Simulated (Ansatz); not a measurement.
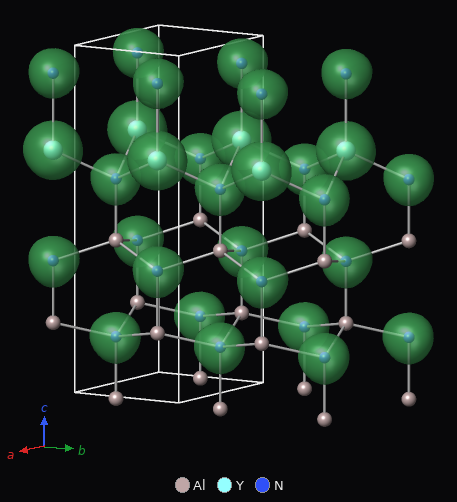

Figure 1: YAl3N4. Isosurface of the valence charge density (pseudo) at 1 e/Å³ (green), seen at an oblique angle. Sticks mark near contacts.

Space group P3m1; started from the ordered alloy on wurtzite lattice prototype, which need not be the ambient phase; computed pressure about 3 GPa in this cell.

Computed with DFT, PBE, plane waves, PAW (Ansatz 0.2.0).

Core electrons are frozen (PAW), and the valence fields are smoothed inside the atomic spheres.

Q: Which contacts does the surface bridge?

A: At this value the density breaks into separate islands; it holds about 50 % of the electrons treated as valence (semicore included). It bridges none of the near contacts. It is pinched off along the sampled Al–N (1.88 Å), Y–N (2.12 Å), Al–N (1.95 Å) and Y–N (2.36 Å) contacts. On the grid the lowest density along these lines, outside the cores, is 0.54 e/Å³ (Al–N, 1.88 Å), 0.67 e/Å³ (Y–N, 2.12 Å), 0.52 e/Å³ (Al–N, 1.95 Å) and 0.4 e/Å³ (Y–N, 2.36 Å).
